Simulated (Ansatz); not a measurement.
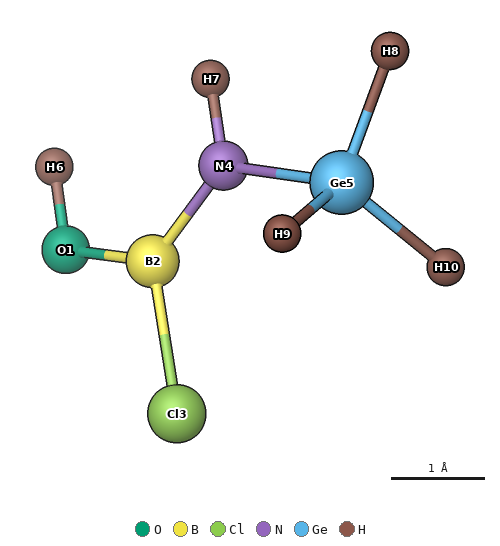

*The starting structure (ball-and-stick view, seen at a tilt; atoms are numbered from 1 in the order of the input). Sticks mark near contacts.*

**Molecular dynamics, with input and output: GeBNH5ClO (part 1 of 2)**

System: GeBNH5ClO.
Method: RKS r2SCAN-d4/6-31G* (Ansatz 0.2.0).

The geometry comes from this level: PBE0-D4/def2-TZVP. Figures and captions count atoms from 1; the log counts them from 0 in places.

## Input file
```yaml
crystal:
  periodic: [false, false, false]
  atoms:
    - {symbol: O, position_ang: [-1.511523, -1.981876, 0.607727]}
    - {symbol: B, position_ang: [-0.452226, -1.138672, 0.470591]}
    - {symbol: Cl, position_ang: [1.069392, -1.688952, 1.215982]}
    - {symbol: N, position_ang: [-0.453252, 0.099157, -0.192110]}
    - {symbol: Ge, position_ang: [0.998535, 1.239815, -0.372402]}
    - {symbol: H, position_ang: [-2.319689, -1.665837, 0.198517]}
    - {symbol: H, position_ang: [-1.308779, 0.420586, -0.618081]}
    - {symbol: H, position_ang: [0.455535, 2.436554, -1.171287]}
    - {symbol: H, position_ang: [1.484327, 1.689447, 1.010470]}
    - {symbol: H, position_ang: [2.120880, 0.538576, -1.146507]}
basis:
  gaussian: {orbitals: "6-31G*"}
hamiltonian: {xc: {name: r2SCAN}, dispersion: d4}
md: {timestep: 1 fs, n_steps: 50, ensemble: nvt_nose_hoover, temperature: 700, initial_velocities: maxwell_boltzmann, seed: 979}
```

Command:
```bash
ansatz run in.yaml --threads 4 --pin off --events-out ev --progress --plain --max-ram 10444MiB
```

## Log
```
Functional definition: r2SCAN
  name "r2SCAN"
  cite "Furness, Kaplan, Ning, Perdew & Sun, J. Phys. Chem. Lett. 11, 8208 (2020) doi:10.1021/acs.jpclett.0c02405"
  cite "Furness, Kaplan, Ning, Perdew & Sun, J. Phys. Chem. Lett. 11, 9248 (2020) doi:10.1021/acs.jpclett.0c03077"
  parent r2scan
  parameter k0 = 0.174
  parameter k1 = 0.065
  parameter a1 = 4.9479
  exchange = r2scan_x(k0 = k0, k1 = k1, a1 = a1)
  correlation = r2scan_c
1270 factors; their error is unknown
mean field evaluation 1: about -73318.9907 eV, gradient 6.9e1 eV
mean field evaluation 2: about -73300.6564 eV, gradient 1.1e2 eV
mean field evaluation 4: about -73327.4718 eV, gradient 5.6e0 eV
mean field evaluation 8: about -73327.4996 eV, gradient 2.2e-1 eV
mean field evaluation 16: about -73327.4996 eV, gradient 1.9e-5 eV
mean field -73327.49963438 eV, -2694.7359083989 hartree, gradient 1.9e-5 eV, S^2 0.000000; 0 other end points of the search recorded, 0 dependent functions left out
the calculation of the forces begins
reference -73327.49964533 eV, -2694.7359088013 hartree; 37, 37 occupied and 72, 72 virtual orbitals, 1270 factors
md step     0: t =     0.00 fs  T =   700.0 K  F+E_penalty+E_count = -73327.55734470 eV  E_kin = 0.723856 eV  conserved = -73326.83348871 eV  (28 SCF iters)
these checks for a lower state are left out or cut short: starts, cluster_reference, orbital_swaps, neighbouring_geometries, increment
1270 factors; their error is unknown
mean field -73327.46376322 eV, -2694.7345901581 hartree, gradient 1.8e-5 eV, S^2 0.000000; 0 other end points of the search recorded, 0 dependent functions left out
the calculation of the forces begins
reference -73327.46377419 eV, -2694.7345905612 hartree; 37, 37 occupied and 72, 72 virtual orbitals, 1270 factors
md step     1: t =     1.00 fs  T =   667.8 K  F+E_penalty+E_count = -73327.52146881 eV  E_kin = 0.690531 eV  conserved = -73326.83093821 eV  (30 SCF iters, 3 dispersion substeps)
[... from here on the SCF iterations and repeated set-up lines of each step are left out, up to the last step ...]
md step     2: t =     2.00 fs  T =   580.6 K  F+E_penalty+E_count = -73327.42569215 eV  E_kin = 0.600352 eV  conserved = -73326.82534901 eV  (30 SCF iters, 3 dispersion substeps)
md step     3: t =     3.00 fs  T =   513.1 K  F+E_penalty+E_count = -73327.35343912 eV  E_kin = 0.530541 eV  conserved = -73326.82293186 eV  (30 SCF iters, 3 dispersion substeps)
md step     4: t =     4.00 fs  T =   499.2 K  F+E_penalty+E_count = -73327.34161335 eV  E_kin = 0.516205 eV  conserved = -73326.82549314 eV  (30 SCF iters, 3 dispersion substeps)
md step     5: t =     5.00 fs  T =   504.9 K  F+E_penalty+E_count = -73327.35166730 eV  E_kin = 0.522095 eV  conserved = -73326.82973742 eV  (30 SCF iters, 3 dispersion substeps)
md step     6: t =     6.00 fs  T =   480.5 K  F+E_penalty+E_count = -73327.32491695 eV  E_kin = 0.496893 eV  conserved = -73326.82829611 eV  (30 SCF iters, 3 dispersion substeps)
md step     7: t =     7.00 fs  T =   444.5 K  F+E_penalty+E_count = -73327.28305966 eV  E_kin = 0.459604 eV  conserved = -73326.82385841 eV  (30 SCF iters, 3 dispersion substeps)
md step     8: t =     8.00 fs  T =   438.9 K  F+E_penalty+E_count = -73327.28096173 eV  E_kin = 0.453826 eV  conserved = -73326.82769689 eV  (29 SCF iters, 3 dispersion substeps)
md step     9: t =     9.00 fs  T =   425.3 K  F+E_penalty+E_count = -73327.27006569 eV  E_kin = 0.439830 eV  conserved = -73326.83098447 eV  (30 SCF iters, 3 dispersion substeps)
md step    10: t =    10.00 fs  T =   364.4 K  F+E_penalty+E_count = -73327.20343140 eV  E_kin = 0.376810 eV  conserved = -73326.82757475 eV  (30 SCF iters, 3 dispersion substeps)
md step    11: t =    11.00 fs  T =   295.4 K  F+E_penalty+E_count = -73327.12746899 eV  E_kin = 0.305436 eV  conserved = -73326.82318992 eV  (30 SCF iters, 3 dispersion substeps)
md step    12: t =    12.00 fs  T =   276.9 K  F+E_penalty+E_count = -73327.10767863 eV  E_kin = 0.286321 eV  conserved = -73326.82272540 eV  (30 SCF iters, 3 dispersion substeps)
md step    13: t =    13.00 fs  T =   314.4 K  F+E_penalty+E_count = -73327.15053274 eV  E_kin = 0.325163 eV  conserved = -73326.82699298 eV  (30 SCF iters, 3 dispersion substeps)
md step    14: t =    14.00 fs  T =   351.0 K  F+E_penalty+E_count = -73327.19234071 eV  E_kin = 0.362939 eV  conserved = -73326.83134999 eV  (30 SCF iters, 3 dispersion substeps)
md step    15: t =    15.00 fs  T =   336.4 K  F+E_penalty+E_count = -73327.17417495 eV  E_kin = 0.347909 eV  conserved = -73326.82858662 eV  (30 SCF iters, 3 dispersion substeps)
md step    16: t =    16.00 fs  T =   302.5 K  F+E_penalty+E_count = -73327.13492397 eV  E_kin = 0.312832 eV  conserved = -73326.82479336 eV  (30 SCF iters, 3 dispersion substeps)
md step    17: t =    17.00 fs  T =   288.7 K  F+E_penalty+E_count = -73327.12369054 eV  E_kin = 0.298587 eV  conserved = -73326.82819194 eV  (30 SCF iters, 3 dispersion substeps)
md step    18: t =    18.00 fs  T =   265.7 K  F+E_penalty+E_count = -73327.09989268 eV  E_kin = 0.274769 eV  conserved = -73326.82860973 eV  (29 SCF iters, 3 dispersion substeps)
md step    19: t =    19.00 fs  T =   225.8 K  F+E_penalty+E_count = -73327.05449395 eV  E_kin = 0.233453 eV  conserved = -73326.82491130 eV  (30 SCF iters, 3 dispersion substeps)
md step    20: t =    20.00 fs  T =   212.6 K  F+E_penalty+E_count = -73327.03847154 eV  E_kin = 0.219837 eV  conserved = -73326.82287935 eV  (30 SCF iters, 3 dispersion substeps)
md step    21: t =    21.00 fs  T =   253.3 K  F+E_penalty+E_count = -73327.08215779 eV  E_kin = 0.261921 eV  conserved = -73326.82491504 eV  (31 SCF iters, 3 dispersion substeps)
md step    22: t =    22.00 fs  T =   318.5 K  F+E_penalty+E_count = -73327.15384030 eV  E_kin = 0.329368 eV  conserved = -73326.82972068 eV  (30 SCF iters, 3 dispersion substeps)
md step    23: t =    23.00 fs  T =   345.5 K  F+E_penalty+E_count = -73327.18289746 eV  E_kin = 0.357302 eV  conserved = -73326.83154357 eV  (31 SCF iters, 3 dispersion substeps)
md step    24: t =    24.00 fs  T =   318.2 K  F+E_penalty+E_count = -73327.14856825 eV  E_kin = 0.329086 eV  conserved = -73326.82616710 eV  (31 SCF iters, 3 dispersion substeps)
md step    25: t =    25.00 fs  T =   296.8 K  F+E_penalty+E_count = -73327.12405124 eV  E_kin = 0.306872 eV  conserved = -73326.82458236 eV  (30 SCF iters, 3 dispersion substeps)
md step    26: t =    26.00 fs  T =   302.4 K  F+E_penalty+E_count = -73327.13290973 eV  E_kin = 0.312712 eV  conserved = -73326.82833870 eV  (31 SCF iters, 3 dispersion substeps)
md step    27: t =    27.00 fs  T =   298.2 K  F+E_penalty+E_count = -73327.12679883 eV  E_kin = 0.308334 eV  conserved = -73326.82738165 eV  (30 SCF iters, 3 dispersion substeps)
md step    28: t =    28.00 fs  T =   288.5 K  F+E_penalty+E_count = -73327.11335486 eV  E_kin = 0.298369 eV  conserved = -73326.82469788 eV  (30 SCF iters, 3 dispersion substeps)
md step    29: t =    29.00 fs  T =   306.1 K  F+E_penalty+E_count = -73327.13052306 eV  E_kin = 0.316532 eV  conserved = -73326.82454718 eV  (30 SCF iters, 3 dispersion substeps)
md step    30: t =    30.00 fs  T =   352.7 K  F+E_penalty+E_count = -73327.18075536 eV  E_kin = 0.364743 eV  conserved = -73326.82754477 eV  (30 SCF iters, 3 dispersion substeps)
md step    31: t =    31.00 fs  T =   386.4 K  F+E_penalty+E_count = -73327.21817406 eV  E_kin = 0.399561 eV  conserved = -73326.83128139 eV  (31 SCF iters, 3 dispersion substeps)
md step    32: t =    32.00 fs  T =   362.8 K  F+E_penalty+E_count = -73327.19088009 eV  E_kin = 0.375192 eV  conserved = -73326.82954537 eV  (31 SCF iters, 3 dispersion substeps)
md step    33: t =    33.00 fs  T =   309.7 K  F+E_penalty+E_count = -73327.12842617 eV  E_kin = 0.320257 eV  conserved = -73326.82313124 eV  (30 SCF iters, 3 dispersion substeps)
md step    34: t =    34.00 fs  T =   297.1 K  F+E_penalty+E_count = -73327.11582263 eV  E_kin = 0.307262 eV  conserved = -73326.82455608 eV  (30 SCF iters, 3 dispersion substeps)
md step    35: t =    35.00 fs  T =   317.5 K  F+E_penalty+E_count = -73327.13921821 eV  E_kin = 0.328310 eV  conserved = -73326.82799054 eV  (30 SCF iters, 3 dispersion substeps)
md step    36: t =    36.00 fs  T =   330.3 K  F+E_penalty+E_count = -73327.15023084 eV  E_kin = 0.341579 eV  conserved = -73326.82692006 eV  (30 SCF iters, 3 dispersion substeps)
md step    37: t =    37.00 fs  T =   341.7 K  F+E_penalty+E_count = -73327.15929847 eV  E_kin = 0.353299 eV  conserved = -73326.82553781 eV  (30 SCF iters, 3 dispersion substeps)
md step    38: t =    38.00 fs  T =   369.6 K  F+E_penalty+E_count = -73327.18723709 eV  E_kin = 0.382234 eV  conserved = -73326.82592812 eV  (30 SCF iters, 3 dispersion substeps)
md step    39: t =    39.00 fs  T =   407.8 K  F+E_penalty+E_count = -73327.22747553 eV  E_kin = 0.421721 eV  conserved = -73326.82823769 eV  (30 SCF iters, 3 dispersion substeps)
md step    40: t =    40.00 fs  T =   424.0 K  F+E_penalty+E_count = -73327.24432598 eV  E_kin = 0.438455 eV  conserved = -73326.83006152 eV  (30 SCF iters, 3 dispersion substeps)
md step    41: t =    41.00 fs  T =   401.2 K  F+E_penalty+E_count = -73327.21511575 eV  E_kin = 0.414837 eV  conserved = -73326.82620195 eV  (30 SCF iters, 3 dispersion substeps)
md step    42: t =    42.00 fs  T =   387.8 K  F+E_penalty+E_count = -73327.19532060 eV  E_kin = 0.400967 eV  conserved = -73326.82197346 eV  (30 SCF iters, 3 dispersion substeps)
md step    43: t =    43.00 fs  T =   426.4 K  F+E_penalty+E_count = -73327.23809958 eV  E_kin = 0.440909 eV  conserved = -73326.82660480 eV  (30 SCF iters, 3 dispersion substeps)
md step    44: t =    44.00 fs  T =   471.0 K  F+E_penalty+E_count = -73327.28517586 eV  E_kin = 0.487095 eV  conserved = -73326.82951455 eV  (30 SCF iters, 3 dispersion substeps)
md step    45: t =    45.00 fs  T =   481.1 K  F+E_penalty+E_count = -73327.29172597 eV  E_kin = 0.497480 eV  conserved = -73326.82786125 eV  (30 SCF iters, 3 dispersion substeps)
md step    46: t =    46.00 fs  T =   470.9 K  F+E_penalty+E_count = -73327.27774455 eV  E_kin = 0.486959 eV  conserved = -73326.82662010 eV  (30 SCF iters, 3 dispersion substeps)
md step    47: t =    47.00 fs  T =   458.6 K  F+E_penalty+E_count = -73327.26315475 eV  E_kin = 0.474275 eV  conserved = -73326.82691924 eV  (30 SCF iters, 3 dispersion substeps)
md step    48: t =    48.00 fs  T =   440.2 K  F+E_penalty+E_count = -73327.24330798 eV  E_kin = 0.455201 eV  conserved = -73326.82831642 eV  (30 SCF iters, 3 dispersion substeps)
md step    49: t =    49.00 fs  T =   398.5 K  F+E_penalty+E_count = -73327.19793719 eV  E_kin = 0.412037 eV  conserved = -73326.82817371 eV  (30 SCF iters, 3 dispersion substeps)
these checks for a lower state are left out or cut short: starts, cluster_reference, orbital_swaps, neighbouring_geometries, increment
1270 factors; their error is unknown
mean field -73327.07806967 eV, -2694.7204161818 hartree, gradient 2.4e-5 eV, S^2 0.000000; 0 other end points of the search recorded, 0 dependent functions left out
the calculation of the forces begins
reference -73327.07808048 eV, -2694.7204165790 hartree; 37, 37 occupied and 72, 72 virtual orbitals, 1270 factors
1270 factors; their error is unknown
mean field evaluation 416: about -73327.1184 eV, gradient 9.8e-2 eV
mean field -73327.07806967 eV, -2694.7204161818 hartree, gradient 2.4e-5 eV, S^2 0.000000; 1 other end points of the search recorded, 0 dependent functions left out
the calculation of the forces begins
reference -73327.07808048 eV, -2694.7204165790 hartree; 37, 37 occupied and 72, 72 virtual orbitals, 1270 factors
md step    50: t =    50.00 fs  T =   345.2 K  F+E_penalty+E_count = -73327.13580929 eV  E_kin = 0.357013 eV  conserved = -73326.82293841 eV  (29 SCF iters, 3 dispersion substeps)
```

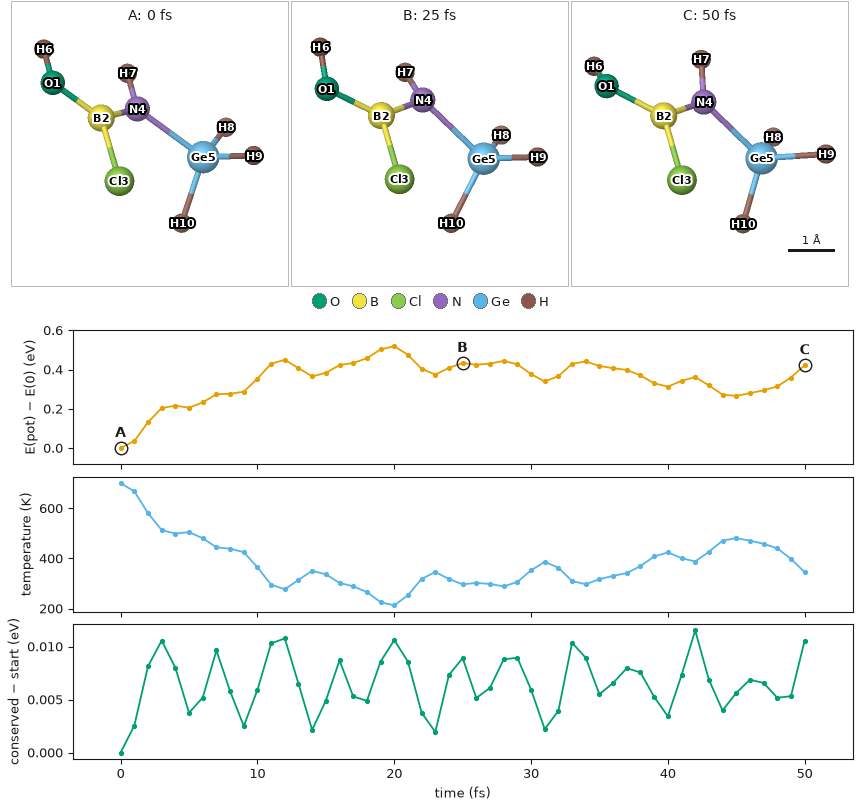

*Frames of the molecular dynamics (ball-and-stick, seen at a tilt) above the curves, on which the letters mark them.*

The trajectory kept here has 51 frames over 50 fs. The temperature starts at 700 K, ranges from 213 to 700 K and averages 372 K over the second half. The potential energy ends 0.422 eV above its first value. The conserved quantity stays within 0.012 eV. After an unweighted best fit of the last frame on the first, the root-mean-square displacement is 0.30 Å, and H7 has moved furthest (0.58 Å).

```
Total energy: -73327.13582009 eV, -2694.7225384707 hartree
Atom 0 at    -1.503000    -2.082885     0.475501 Å, force     2.586315     0.922205     1.585703 eV/Å
Atom 1 at    -0.469538    -1.101658     0.552360 Å, force    -1.806669    -1.131874    -0.809080 eV/Å
Atom 2 at     1.061968    -1.604357     1.201135 Å, force     0.913846    -0.579223     0.656150 eV/Å
Atom 3 at    -0.523589     0.199437     0.014446 Å, force    -0.480721     0.166774    -0.071703 eV/Å
Atom 4 at     1.012571     1.194952    -0.385520 Å, force    -0.283115     1.064116     1.776648 eV/Å
Atom 5 at    -2.078945    -1.837877    -0.217600 Å, force    -1.396802     0.511311    -1.310167 eV/Å
Atom 6 at    -1.443593     0.626086    -0.172834 Å, force     0.743224    -0.194101    -0.124795 eV/Å
Atom 7 at     0.545070     2.165416    -1.406439 Å, force    -0.464539     0.790987    -0.714086 eV/Å
Atom 8 at     1.524384     2.047866     0.887626 Å, force    -0.363044    -0.688095    -0.753717 eV/Å
Atom 9 at     2.162843     0.488083    -0.998747 Å, force     0.551506    -0.862101    -0.234953 eV/Å
Dipole moment:    -0.364981     0.444844    -0.444709 e Å
```

## Trajectory as extended XYZ (Å, eV, eV/Å), 21 of the 51 frames kept, from step=0 to step=50
```
10
Properties=species:S:1:pos:R:3:forces:R:3 step=0 time_fs=0.0 energy=-73327.55734 temperature=700.0
O    -1.5115   -1.9819    0.6077    0.1547  -0.3783   0.2482
B    -0.4522   -1.1387    0.4706   -0.0451  -0.0526   0.0140
Cl    1.0694   -1.6890    1.2160    0.1767  -0.0837   0.0975
N    -0.4533    0.0992   -0.1921    0.0634   0.0875  -0.0280
Ge    0.9985    1.2398   -0.3724    0.0980   0.0629  -0.0047
H    -2.3197   -1.6658    0.1985   -0.2781   0.1942  -0.1861
H    -1.3088    0.4206   -0.6181   -0.2117   0.1187  -0.1259
H     0.4555    2.4366   -1.1713   -0.0176   0.0327  -0.0228
H     1.4843    1.6894    1.0105    0.0226   0.0223   0.0280
H     2.1209    0.5386   -1.1465    0.0371  -0.0036  -0.0202
10
Properties=species:S:1:pos:R:3:forces:R:3 step=2 time_fs=2.0 energy=-73327.42569 temperature=580.6
O    -1.4913   -2.0008    0.6077   -2.1568   0.4277  -0.6374
B    -0.4568   -1.1341    0.4653    0.0269  -0.5380   0.3193
Cl    1.0603   -1.6863    1.2137    0.3400  -0.0674   0.1175
N    -0.4708    0.0951   -0.1770   -0.3128   1.5467  -0.8847
Ge    1.0017    1.2422   -0.3735    0.1437  -0.3209   1.2902
H    -2.3592   -1.6223    0.2438    1.7108  -0.7283   0.6557
H    -1.3098    0.4431   -0.6652    0.4719  -0.3764   0.4255
H     0.5421    2.4047   -1.1959   -0.4080   0.6190  -0.3683
H     1.5529    1.7292    1.0297   -0.3381  -0.2421  -0.6434
H     2.0688    0.5103   -1.1324    0.5223  -0.3204  -0.2744
```
